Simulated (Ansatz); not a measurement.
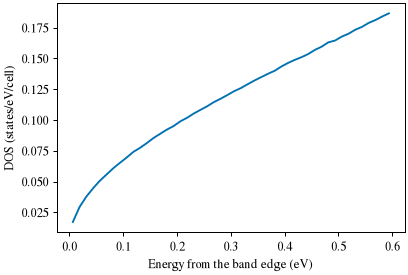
Figure. Density of states of BP (F-43m) below the valence band maximum, HSE06, rigid bands (Ansatz, a first-principles code); cell volume 23.1 Å³.

Q: What effective density of states at 300 K does this give (∫ g(E) exp(−E/k_BT) dE, both spins, divided by the cell's size)?

A: 3.5e19 cm⁻³, a density-of-states mass of 1.24 mₑ, valleys and band degeneracy included.

Spin-orbit coupling is left out; where it splits the top of the valence band, N_v and the p-type Seebeck coefficient come out somewhat high without it. Geometry: cell and atoms relaxed with PBEsol.
